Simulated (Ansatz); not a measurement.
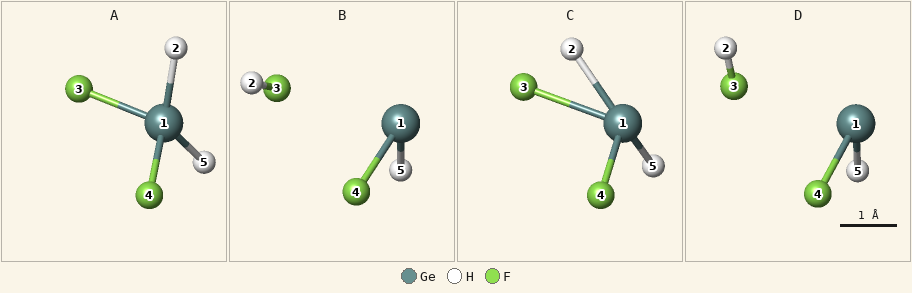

4 geometries from a converged minimum-energy path of GeH2F2, shuffled. Style: ball-and-stick. Shown from a free direction.

Level of theory: RKS B3LYP/def2-SVP (Ansatz). Set-up: 7 movable images; climbing image; force threshold 0.05 eV/Å; iteration limit 60; starting path through a guess of the saddle point.

> Which frame is the top of the path?

C. In order along the path, whose images run from 0 to 8: A (image 1, +7.9 kcal/mol), C (image 3, +59.3 kcal/mol), D (image 5, +36.0 kcal/mol), B (image 6, +35.0 kcal/mol). Breaking: Ge1–F3 (1.74 → 2.00 at the top → 2.31 Å), Ge1–H2 (1.53 → 1.64 at the top → 2.28 Å). Forming: H2–F3 (2.64 → 1.30 at the top → 0.96 Å).
